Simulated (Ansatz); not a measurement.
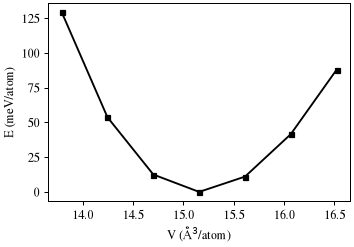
*Pt (fcc (Cu type), Fm-3m) under volume change, the program Ansatz at the PBE+D3(BJ) level (PAW), scaled uniformly.*

**Question.** What does a third-order Birch–Murnaghan fit give for V₀, B₀ and B′?

**Answer.** V₀ = 15.16 Å³/atom, B₀ = 276 GPa, B′ = 5.4.

Symmetry was held in the PBE+D3(BJ) relaxation. No spin polarisation was allowed. The pairwise dispersion correction was not fitted to metals. Scalar-relativistic: spin–orbit coupling is off unless named, which matters more the heavier the elements.

Potentials: the later of the program's two PAW sets.
